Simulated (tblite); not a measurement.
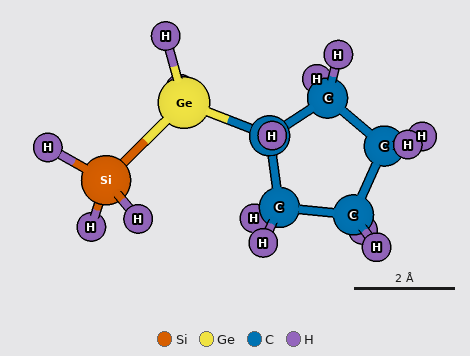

The starting structure (ball-and-stick view, seen at a tilt). Sticks mark near contacts.

**Run report: C5H14GeSi, geometry relaxation (part 1 of 4)**

The run: geometry relaxation of C5H14GeSi, SMILES [SiH3][GeH2][CH]1CCCC1. Method and program: GFN2-xTB geometry optimisation, gas phase (tblite 0.8.0).

It belongs to a series of runs on one base structure; here: H on Ge replaced by cPent.

**Input file**
```
{"job": {"kind": "relax", "xc": "GFN2-xTB", "basis": "xTB"}, "charge": 0, "multiplicity": 1}
Si     3.197100     0.471500    -0.190600
Ge     1.567800    -1.157000     0.050500
C     -0.040000    -0.253500     0.595100
C     -1.271300    -1.114600     0.568700
C     -2.399700    -0.133900     0.487100
C     -1.856500     1.045400    -0.317900
C     -0.351400     0.914300    -0.335100
H      3.268800     0.919200    -1.580500
H      2.741800     1.626900     0.612300
H      4.462400     0.012200     0.353100
H      2.094600    -2.137000     1.159600
H      1.376200    -1.989900    -1.238500
H      0.111200     0.162800     1.620800
H     -1.234900    -1.860300    -0.236000
H     -1.341900    -1.657000     1.554800
H     -3.283800    -0.568500    -0.013700
H     -2.679700     0.239800     1.501500
H     -2.240600     0.947700    -1.341400
H     -2.188200     1.956600     0.213400
H     -0.035400     0.737400    -1.367300
H      0.094500     1.854800     0.058200
```

The first line tells a small driver script what to run in tblite; the rest is the geometry in Å.

Run as:
```bash
OMP_NUM_THREADS=1 python <driver script> task.json out
```

**The program's output**
```
step      E/eV     max force
  0    -584.76199    2.066
  1    -584.91506    0.977
  2    -584.98023    0.593
  3    -585.03637    0.408
  4    -585.06557    0.566
  5    -585.08881    0.445
  6    -585.10442    0.282
  7    -585.11618    0.261
  8    -585.12552    0.241
  9    -585.13316    0.214
 10    -585.13953    0.152
 11    -585.14570    0.191
 12    -585.15230    0.170
 13    -585.15803    0.167
 14    -585.16145    0.114
 15    -585.16343    0.098
 16    -585.16533    0.093
 17    -585.16766    0.133
 18    -585.17012    0.132
 19    -585.17239    0.115
 20    -585.17463    0.124
 21    -585.17718    0.161
 22    -585.17997    0.172
 23    -585.18241    0.123
 24    -585.18432    0.101
 25    -585.18600    0.091
 26    -585.18767    0.097
 27    -585.18912    0.107
 28    -585.19013    0.086
 29    -585.19086    0.057
 30    -585.19158    0.058
 31    -585.19236    0.064
 32    -585.19315    0.071
 33    -585.19390    0.064
 34    -585.19454    0.050
 35    -585.19503    0.045
 36    -585.19548    0.047
 37    -585.19600    0.061
 38    -585.19658    0.064
 39    -585.19708    0.052
 40    -585.19740    0.039
 41    -585.19767    0.042
 42    -585.19804    0.057
 43    -585.19861    0.074
 44    -585.19933    0.067
 45    -585.19999    0.059
 46    -585.20053    0.056
 47    -585.20104    0.060
 48    -585.20163    0.071
 49    -585.20224    0.057
 50    -585.20278    0.051
 51    -585.20327    0.055
 52    -585.20373    0.064
 53    -585.20408    0.052
 54    -585.20429    0.031
 55    -585.20442    0.022
 56    -585.20454    0.025
 57    -585.20465    0.028
 58    -585.20474    0.022
 59    -585.20480    0.023
 60    -585.20486    0.019
 61    -585.20492    0.020
 62    -585.20499    0.020
 63    -585.20507    0.020
 64    -585.20516    0.025
 65    -585.20526    0.023
 66    -585.20536    0.026
 67    -585.20545    0.021
 68    -585.20554    0.024
 69    -585.20565    0.024
 70    -585.20579    0.024
 71    -585.20591    0.025
 72    -585.20601    0.022
 73    -585.20612    0.024
 74    -585.20627    0.031
 75    -585.20649    0.044
 76    -585.20672    0.041
 77    -585.20687    0.025
 78    -585.20697    0.021
 79    -585.20706    0.022
 80    -585.20715    0.024
 81    -585.20726    0.024
 82    -585.20738    0.022
 83    -585.20750    0.020
 84    -585.20762    0.025
 85    -585.20773    0.023
 86    -585.20781    0.019
 87    -585.20789    0.021
 88    -585.20798    0.021
 89    -585.20809    0.025
 90    -585.20819    0.022
 91    -585.20828    0.019
 92    -585.20835    0.019
 93    -585.20841    0.017
 94    -585.20847    0.016
 95    -585.20853    0.015
 96    -585.20859    0.015
 97    -585.20864    0.017
 98    -585.20869    0.015
 99    -585.20873    0.016
100    -585.20877    0.016
101    -585.20882    0.022
102    -585.20887    0.024
103    -585.20892    0.016
104    -585.20896    0.011
105    -585.20898    0.010
106    -585.20901    0.014
107    -585.20906    0.020
108    -585.20912    0.018
109    -585.20922    0.022
110    -585.20933    0.025
111    -585.20947    0.028
112    -585.20966    0.034
113    -585.20986    0.032
114    -585.21002    0.029
115    -585.21015    0.024
116    -585.21027    0.029
117    -585.21039    0.045
118    -585.21055    0.036
119    -585.21071    0.017
120    -585.21075    0.016
121    -585.21081    0.020
122    -585.21087    0.023
123    -585.21100    0.029
124    -585.21117    0.028
125    -585.21136    0.035
126    -585.21154    0.034
127    -585.21168    0.026
128    -585.21178    0.023
129    -585.21183    0.014
130    -585.21186    0.019
131    -585.21187    0.010
132    -585.21189    0.007
```

**Trajectory as extended XYZ (Å, eV, eV/Å), 39 of the 133 frames kept, from step=0 to step=132**
```
21
Properties=species:S:1:pos:R:3:forces:R:3 step=0 energy=-584.76199
Si    3.1971    0.4715   -0.1906   -0.2380   0.3300   0.0750
Ge    1.5678   -1.1570    0.0505    1.5010  -0.7140  -0.0530
C    -0.0400   -0.2535    0.5951    0.1740   0.4840   0.5340
C    -1.2713   -1.1146    0.5687   -0.0060  -1.1450   1.7200
C    -2.3997   -0.1339    0.4871   -1.1560   0.1960   0.1030
C    -1.8565    1.0454   -0.3179   -0.9970   0.2000   0.0010
C    -0.3514    0.9143   -0.3351    0.3730   0.8200   0.3200
H     3.2688    0.9192   -1.5805    0.1880   0.0330   0.0120
H     2.7418    1.6269    0.6123    0.2020  -0.0900  -0.1200
H     4.4624    0.0122    0.3531    0.2280   0.0580  -0.0670
H     2.0946   -2.1370    1.1596   -0.4710   0.1340  -0.5130
H     1.3762   -1.9899   -1.2385   -0.1490   0.0770   0.4910
H     0.1112    0.1628    1.6208   -0.1730  -0.2990  -0.5250
H    -1.2349   -1.8603   -0.2360   -0.1850   0.3120   0.0570
H    -1.3419   -1.6570    1.5548    0.0780   0.0140  -0.9640
H    -3.2838   -0.5685   -0.0137    0.1910   0.2080   0.4610
H    -2.6797    0.2398    1.5015    0.0740  -0.5220  -0.6410
H    -2.2406    0.9477   -1.3414   -0.0910   0.6070   0.2840
H    -2.1882    1.9566    0.2134    0.0950  -0.1390  -0.8510
H    -0.0354    0.7374   -1.3673    0.2930   0.0260   0.1940
H     0.0945    1.8548    0.0582    0.0690  -0.5910  -0.5180
21
Properties=species:S:1:pos:R:3:forces:R:3 step=3 energy=-585.03637
Si    3.1962    0.4901   -0.1883    0.3020   0.0410  -0.0540
Ge    1.6417   -1.1870    0.0508   -0.2130   0.3390  -0.0160
C    -0.0282   -0.2492    0.6045    0.1170  -0.2580  -0.1600
C    -1.2742   -1.1306    0.6130    0.0750   0.2110  -0.2520
C    -2.4258   -0.1372    0.4908    0.2050  -0.0950  -0.0530
C    -1.8882    1.0423   -0.3151    0.1950  -0.0230  -0.0560
C    -0.3581    0.9276   -0.3242   -0.0510  -0.2810  -0.0080
H     3.2832    0.9221   -1.5797    0.1470   0.0490  -0.0230
H     2.7541    1.6269    0.6080    0.0540   0.1600   0.0710
H     4.4747    0.0203    0.3451    0.0910   0.1460  -0.1130
H     2.0644   -2.1367    1.1289   -0.1190  -0.3270   0.0210
H     1.3662   -1.9879   -1.2045   -0.0640  -0.0950   0.1960
H     0.1051    0.1522    1.6086    0.0720   0.0120   0.1630
H    -1.2481   -1.8362   -0.2239   -0.1020   0.1130   0.0240
H    -1.3402   -1.6837    1.5374   -0.0130  -0.3530   0.2040
H    -3.2928   -0.5655    0.0085   -0.2790  -0.1600   0.0490
H    -2.6866    0.2128    1.4804   -0.2320  -0.0230   0.2800
H    -2.2536    0.9900   -1.3339   -0.1930   0.2320  -0.1230
H    -2.1918    1.9655    0.1628   -0.1670   0.2630  -0.1970
H    -0.0166    0.7404   -1.3479    0.0730  -0.0280   0.1130
H     0.1098    1.8406    0.0329    0.1050   0.0760  -0.0660
21
Properties=species:S:1:pos:R:3:forces:R:3 step=7 energy=-585.11618
Si    3.2316    0.5128   -0.1920   -0.0220   0.0530   0.0260
Ge    1.6517   -1.1607    0.0563    0.0220  -0.1080   0.1190
C    -0.0195   -0.2640    0.6087   -0.1950   0.1380   0.1050
C    -1.2722   -1.1313    0.6209   -0.1400  -0.0560   0.0100
C    -2.4322   -0.1406    0.4969   -0.0860   0.0770   0.0580
C    -1.8906    1.0464   -0.3227   -0.1080   0.0030   0.0270
C    -0.3579    0.9118   -0.3193   -0.0430   0.0890  -0.0450
H     3.3161    0.9335   -1.5862    0.1180   0.0560  -0.0350
H     2.7732    1.6485    0.6130    0.1130   0.0430  -0.0280
H     4.5074    0.0461    0.3259    0.2040   0.0790  -0.0360
H     2.0283   -2.1838    1.1128   -0.0910  -0.0300  -0.0820
H     1.3503   -2.0031   -1.1619   -0.0360  -0.0220   0.0320
H     0.1149    0.1422    1.6165    0.0270  -0.0220   0.0510
H    -1.2682   -1.8156   -0.2272    0.0020  -0.0260  -0.1240
H    -1.3391   -1.7322    1.5349    0.0000   0.0750  -0.1580
H    -3.3190   -0.5832    0.0324    0.1630   0.0150   0.0540
H    -2.7189    0.1945    1.4969    0.0080   0.0470  -0.0480
H    -2.2819    1.0362   -1.3427    0.0660  -0.1380   0.0390
H    -2.2113    1.9962    0.1117    0.0650  -0.0730   0.0670
H     0.0027    0.7298   -1.3332   -0.0290  -0.1460  -0.0870
H     0.1257    1.8333    0.0126   -0.0370  -0.0540   0.0550
21
Properties=species:S:1:pos:R:3:forces:R:3 step=10 energy=-585.13953
Si    3.2477    0.5239   -0.1912    0.0280  -0.0880   0.0040
Ge    1.6447   -1.1551    0.0725    0.0900  -0.0530  -0.0200
C    -0.0377   -0.2569    0.6198    0.1110  -0.0620  -0.0730
C    -1.2858   -1.1330    0.6154    0.0480   0.1140  -0.0730
C    -2.4399   -0.1330    0.5054    0.0460  -0.0460  -0.0330
C    -1.8981    1.0486   -0.3233    0.0080  -0.0600   0.0350
C    -0.3628    0.9110   -0.3239   -0.0840  -0.0630   0.0350
H     3.3447    0.9452   -1.5918    0.0630   0.0020   0.0830
H     2.7959    1.6649    0.6123    0.1060   0.0160  -0.0400
H     4.5451    0.0691    0.3120    0.0060   0.1000  -0.0740
H     2.0051   -2.2106    1.1019   -0.0510   0.0160  -0.0080
H     1.3399   -2.0122   -1.1436   -0.0140   0.0690   0.0390
H     0.1208    0.1376    1.6291   -0.1480   0.0300   0.0120
H    -1.2754   -1.8109   -0.2458   -0.0170   0.1370   0.0220
H    -1.3407   -1.7415    1.5177   -0.0720  -0.0290  -0.0070
H    -3.3123   -0.5902    0.0445   -0.0890   0.0220  -0.0540
H    -2.7311    0.1987    1.5034    0.0520   0.0680  -0.0110
H    -2.2846    1.0301   -1.3434    0.0110  -0.1210   0.0200
H    -2.2115    1.9999    0.1074    0.0290  -0.0200   0.0710
H     0.0020    0.7053   -1.3381   -0.1030  -0.0410   0.1040
H     0.1249    1.8260    0.0139   -0.0200   0.0100  -0.0330
21
Properties=species:S:1:pos:R:3:forces:R:3 step=14 energy=-585.16145
Si    3.2691    0.5206   -0.1886    0.0300   0.0170   0.0070
Ge    1.6552   -1.1556    0.0855   -0.0460   0.0700   0.0170
C    -0.0365   -0.2585    0.6257   -0.0350  -0.0060   0.0740
C    -1.2893   -1.1245    0.6066   -0.0080  -0.1010   0.0520
C    -2.4467   -0.1321    0.5102   -0.0160  -0.0030   0.0160
C    -1.9057    1.0420   -0.3180    0.0340   0.0020  -0.0080
C    -0.3745    0.9009   -0.3181    0.0850  -0.0060   0.0190
H     3.3873    0.9568   -1.5806   -0.0140  -0.0330   0.0000
H     2.8440    1.6823    0.6013    0.0420  -0.0320  -0.0170
H     4.5890    0.1124    0.2830    0.0370  -0.0190   0.0050
H     1.9713   -2.2366    1.0933    0.0310   0.0080   0.0880
H     1.3261   -2.0061   -1.1209    0.0030   0.0590  -0.0850
H     0.0941    0.1376    1.6394   -0.0570   0.0180  -0.0100
H    -1.2857   -1.7782   -0.2674    0.0200   0.0140  -0.0830
H    -1.3576   -1.7546    1.4931   -0.0210  -0.0400   0.0150
H    -3.3217   -0.5899    0.0486   -0.0250   0.0500   0.0310
H    -2.7308    0.2144    1.5054    0.0300  -0.0340   0.0120
H    -2.2862    0.9998   -1.3386   -0.0250   0.0280   0.0140
H    -2.2069    1.9964    0.1153   -0.0430  -0.0290  -0.0360
H    -0.0210    0.6714   -1.3261   -0.0200   0.0110  -0.0500
H     0.1177    1.8185    0.0050   -0.0010   0.0250  -0.0580
21
Properties=species:S:1:pos:R:3:forces:R:3 step=17 energy=-585.16766
Si    3.2789    0.5189   -0.1871    0.0160  -0.0300   0.0030
Ge    1.6522   -1.1481    0.0909    0.0400  -0.0800   0.0570
C    -0.0398   -0.2614    0.6340   -0.0630   0.0350  -0.0260
C    -1.2910   -1.1319    0.6072   -0.0590   0.0440  -0.0660
C    -2.4474   -0.1340    0.5126    0.0260  -0.0080   0.0110
C    -1.9023    1.0387   -0.3169   -0.0520  -0.0290   0.0140
C    -0.3697    0.8961   -0.3154   -0.1130   0.0210  -0.0670
H     3.3947    0.9538   -1.5774   -0.0170  -0.0270  -0.0470
H     2.8620    1.6825    0.5967    0.0140   0.0270   0.0290
H     4.6035    0.1196    0.2766    0.0400  -0.0460   0.0160
H     1.9686   -2.2387    1.1040    0.0110   0.0860  -0.0160
H     1.3241   -1.9929   -1.1280    0.0170   0.0930  -0.0030
H     0.0770    0.1419    1.6429   -0.0120   0.0210   0.0800
H    -1.2848   -1.7671   -0.2824    0.0190  -0.0200   0.0170
H    -1.3659   -1.7651    1.4906    0.0010  -0.0640  -0.0360
H    -3.3294   -0.5819    0.0529    0.0150   0.0280   0.0450
H    -2.7249    0.2142    1.5086    0.0220  -0.0330   0.0270
H    -2.2894    0.9949   -1.3354    0.0190   0.0220   0.0050
H    -2.2115    1.9913    0.1138   -0.0040  -0.0030  -0.0190
H    -0.0303    0.6650   -1.3285    0.0400  -0.0210  -0.0090
H     0.1164    1.8212   -0.0056    0.0400  -0.0150  -0.0150
21
Properties=species:S:1:pos:R:3:forces:R:3 step=21 energy=-585.17718
Si    3.3025    0.5114   -0.1835    0.0030   0.0250   0.0100
Ge    1.6538   -1.1419    0.1128   -0.0300   0.1580  -0.0140
C    -0.0542   -0.2566    0.6454    0.0530  -0.0010   0.0010
C    -1.3005   -1.1379    0.5981    0.0680   0.0000   0.0060
C    -2.4497   -0.1366    0.5212   -0.0480   0.0270   0.0010
C    -1.9106    1.0319   -0.3145   -0.0090   0.0600  -0.0280
C    -0.3808    0.8910   -0.3214    0.0620  -0.0240   0.0440
H     3.4063    0.9409   -1.5812   -0.0260  -0.0590   0.0260
H     2.9013    1.6893    0.5948    0.0280  -0.0310  -0.0050
H     4.6399    0.1230    0.2664   -0.0460  -0.0510  -0.0040
H     1.9640   -2.2289    1.1194    0.0210  -0.0190   0.0120
H     1.3245   -1.9474   -1.1345    0.0300   0.0450   0.0620
H     0.0424    0.1507    1.6603   -0.0110  -0.0230  -0.0910
H    -1.2813   -1.7517   -0.3055   -0.0110  -0.0240  -0.0020
H    -1.3798   -1.7971    1.4665    0.0270   0.0370  -0.1050
H    -3.3436   -0.5656    0.0723   -0.0410  -0.0600   0.0180
H    -2.7099    0.2064    1.5234    0.0260   0.0060   0.0310
H    -2.2943    0.9898   -1.3324   -0.0440  -0.0300  -0.0430
H    -2.2214    1.9857    0.1079   -0.0040   0.0510   0.0400
H    -0.0382    0.6445   -1.3317   -0.0160  -0.0440   0.0340
H     0.1205    1.8162   -0.0296   -0.0330  -0.0430   0.0070
21
Properties=species:S:1:pos:R:3:forces:R:3 step=24 energy=-585.18432
Si    3.3192    0.5073   -0.1794   -0.0070   0.0490   0.0140
Ge    1.6536   -1.1190    0.1293    0.0440   0.0410   0.0270
C    -0.0599   -0.2523    0.6496   -0.0450  -0.0300  -0.0030
C    -1.3007   -1.1374    0.5858   -0.0470  -0.0410  -0.0230
C    -2.4547   -0.1356    0.5269    0.0180  -0.0050  -0.0200
C    -1.9199    1.0337   -0.3157    0.0230  -0.0120   0.0120
C    -0.3880    0.8850   -0.3238    0.0140   0.0140   0.0060
H     3.4072    0.9196   -1.5825   -0.0110  -0.0410   0.0190
H     2.9324    1.6906    0.5953    0.0330   0.0030   0.0010
H     4.6571    0.1120    0.2608   -0.0410  -0.0560  -0.0030
H     1.9665   -2.2168    1.1301   -0.0040   0.0160  -0.0380
H     1.3318   -1.9024   -1.1298    0.0190  -0.0100   0.0400
H     0.0164    0.1554    1.6633    0.0130   0.0100  -0.0240
H    -1.2789   -1.7462   -0.3200   -0.0110   0.0350  -0.0940
H    -1.3844   -1.8167    1.4338    0.0360   0.0240   0.0560
H    -3.3586   -0.5622    0.0909    0.0300  -0.0310   0.0460
H    -2.6931    0.2004    1.5394    0.0190   0.0150  -0.0610
H    -2.3033    0.9827   -1.3360   -0.0350   0.0080   0.0550
H    -2.2284    1.9893    0.1098    0.0170  -0.0130  -0.0270
H    -0.0441    0.6228   -1.3288   -0.0510  -0.0330  -0.0140
H     0.1208    1.8068   -0.0447   -0.0150   0.0570   0.0310
```
